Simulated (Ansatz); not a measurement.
AlAs (zinc blende), conventional cell a = b = c = 5.7284 Å, α = β = γ = 90.00°. The calculation uses the primitive cell of 2 atoms, to which meshes and values per cell refer.

This relaxed cell (volume V₀) is scaled evenly in all directions, its shape held. Symmetry pins the atoms to their sites.

Level of theory: PBE (plane waves to 420 eV, PAW, scalar-relativistic; Ansatz, a program for electronic structure). k mesh 10×10×10 (Γ-centred), Fermi-Dirac smearing 0.05 eV. The energy includes the smearing's −TS. AlAs was relaxed with its symmetry unable to fall. The zero of ΔE is the relaxed starting cell.

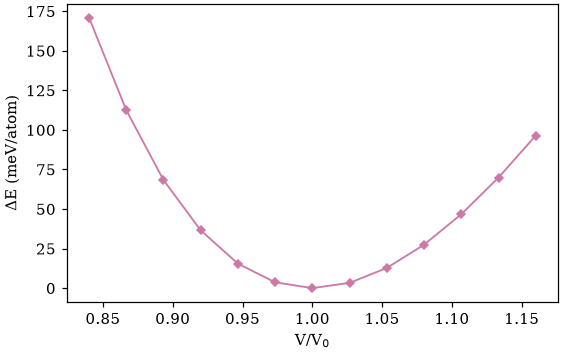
ΔE (meV/atom) against V/V₀; computed points joined by lines.

**Question.** What is ΔE at V/V₀ = 0.840?

**Answer.** About 170 meV/atom.

**Question.** What is ΔE at V/V₀ = 1.160?

**Answer.** About 96 meV/atom.

**Question.** What bulk modulus B₀ follows from a third-order Birch-Murnaghan fit?

**Answer.** About 67 GPa.

(A scan under strain: stresses follow from slopes of the energy per volume, elastic moduli from its curvatures.)
